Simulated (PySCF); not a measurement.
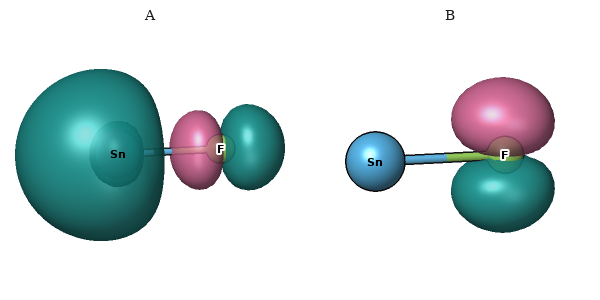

Figure. SnF (charge −1, triplet). Two frontier β-spin orbitals, each drawn at the value that holds 80 % of its norm (teal and pink are the two phases), in no order; of a degenerate pair one member is drawn.

Core potentials replace the inner electrons of Sn.

All numbers below come from PBE0/def2-TZVPPD, non-relativistic Hamiltonian with scalar-relativistic core potentials where named, at a bond length of 2.051 Å (PySCF 2.14.0).

Name the orbitals and rank them from lowest to highest energy.

Orbital B: π, occupied in this spin, −4.63 eV; mainly on F (90 %).
Orbital A: σ, occupied in this spin, −3.25 eV; mainly on Sn (70 %).
